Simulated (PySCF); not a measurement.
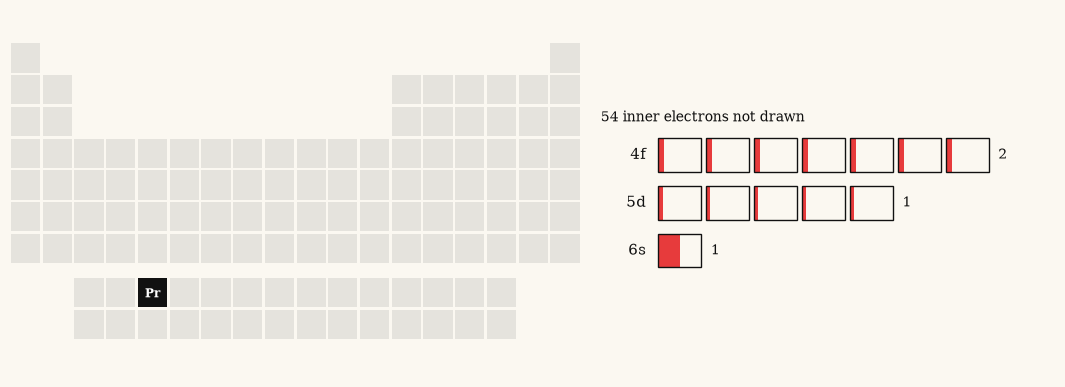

**Figure 1.** Left, the place of praseodymium in the periodic table; right, the outer shells of the nominal configuration: a box for each of the 2l + 1 orbitals, shaded by the share of the shell that is filled, with the electron count at the right.

**Pr⁺: atomic calculation**

- system: Pr⁺, configuration 1s2 2s2 2p6 3s2 3p6 3d10 4s2 4p6 4d10 4f2 5s2 5p6 5d1 6s1, multiplicity 5.
- method: unrestricted HF, x2c-TZVPPall, spin-free X2C-1e, Gaussian nucleus (PySCF)

**Input**
```python
from pyscf import gto, scf, dft, mp, cc
import basis_set_exchange as bse
mol = gto.M(atom="Pr 0 0 0", charge=1, spin=4, symmetry="D2h",
            basis=gto.basis.parse(bse.get_basis("x2c-TZVPPall", elements=["Pr"], fmt="nwchem")),
            nucmod="G")
mf = scf.UHF(mol).sfx2c1e()
mf.irrep_nelec = {'Ag': (11, 9), 'B1g': (2, 2), 'B2g': (2, 2), 'B3g': (2, 2), 'B1u': (5, 4), 'B2u': (5, 4), 'B3u': (4, 4)}
mf.kernel()
```

The script is an equivalent of what the driver set up; the driver started from orbitals of its own, so the log can be shorter than this script's would be, and it computed the properties (radii, ⟨L²⟩, response) afterwards. It held the occupations shell by shell, which the script's counts by irreducible representation don't always enforce.

**The program's output (extracts)**
```
damping factor = 0
level_shift factor = 0
DIIS = <class 'pyscf.scf.diis.CDIIS'>
diis_start_cycle = 1
diis_space = 10
diis_damp = 0
SCF conv_tol = 1e-09
SCF conv_tol_grad = None
number electrons alpha = 31  beta = 27
cycle= 1 E= -9232.85708547658  delta_E= -0.00867  |g|= 0.032  |ddm|= 0.0648
cycle= 2 E= -9232.85750021397  delta_E= -0.000415  |g|= 0.00852  |ddm|= 0.0215
cycle= 3 E= -9232.85756372549  delta_E= -6.35e-05  |g|= 0.00249  |ddm|= 0.0125
cycle= 4 E= -9232.85757009888  delta_E= -6.37e-06  |g|= 0.000976  |ddm|= 0.00495
cycle= 5 E= -9232.85757059681  delta_E= -4.98e-07  |g|= 0.000168  |ddm|= 0.00186
cycle= 6 E= -9232.85757062399  delta_E= -2.72e-08  |g|= 3.07e-05  |ddm|= 0.000649
cycle= 7 E= -9232.85757062493  delta_E= -9.44e-10  |g|= 6.95e-06  |ddm|= 0.00015
converged SCF energy = -9232.85757062493  <S^2> = 6.0044208  2S+1 = 5.001768
```

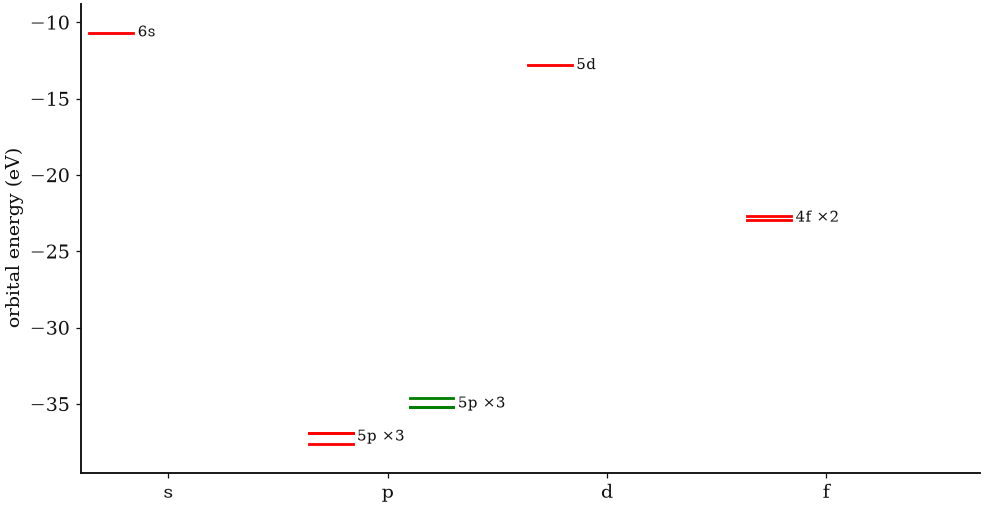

**Figure 2.** Orbital energies of the mean field, from the top down to −37.6 eV, by angular momentum, α spin at the left of each column and β at the right; ×n counts the orbitals under one label. The highest filled orbital is 6s α at −10.7 eV, the lowest empty one s β at −4.51 eV.

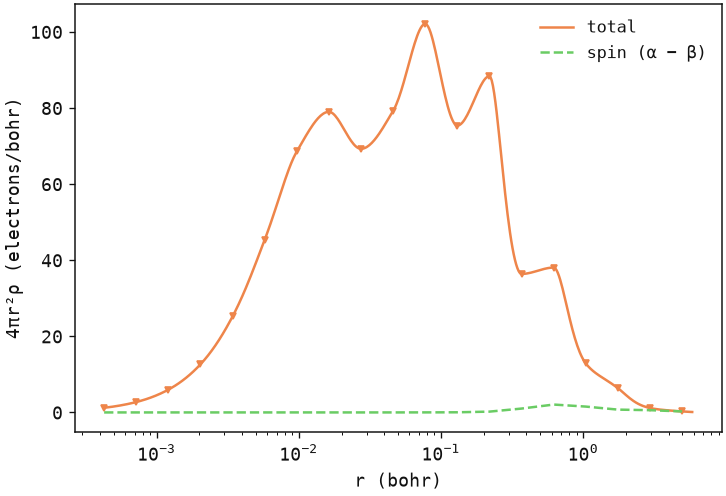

**Figure 3.** Spherically averaged radial density 4πr²ρ of the mean field and its spin part; markers are the stored points, which are sparse, and the line is a monotone interpolation between them. The largest stored value is 102 electrons/bohr at r = 0.078 bohr. Root-mean-square radii of the shells: 4d 0.779, 4f 1.12, 5s 1.59, 5p 1.84, 5d 2.86, 6s 4.33 bohr.

**Summary**

- outcome: converged
- total energy: −9232.8576 hartree
- ⟨S²⟩: 6.004
- ⟨L²⟩: 30.06
- SCF iterations: 7
- hardware: 1 CPU thread, shared host
- CPU time: 2.6 s (integrals apart)

**Notes**

Radii and densities are those of the two-component orbitals, without the picture-change correction, so the innermost s shells come out slightly too small (about 1 % for 1s near Z = 40, more for heavier atoms). This is not the ground configuration of the species. ⟨L²⟩ departs from that of the intended term, so the determinant mixes terms.
